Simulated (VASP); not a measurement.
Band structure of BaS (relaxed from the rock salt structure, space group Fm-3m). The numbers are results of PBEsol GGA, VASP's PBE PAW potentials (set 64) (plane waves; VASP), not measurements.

Unless said otherwise, spin-orbit coupling is left out, though it shifts the bands of the heavy elements here.

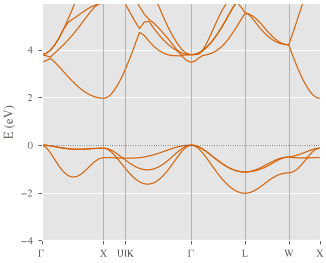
Fig. 1. Bands along high-symmetry lines, zero at the valence-band maximum or, without a gap, the Fermi level

Question: Read the plot: is there a gap, and where are the band edges?

Answer: The gap is indirect, 1.96 eV, from the valence maximum at Γ to the conduction minimum at X. (Edges off the drawn lines would not show.)

The structure was generated: BaS was put into the rock salt type (Fm-3m), which need not be its known phase. It was relaxed first, which changed the volume by -22 %.
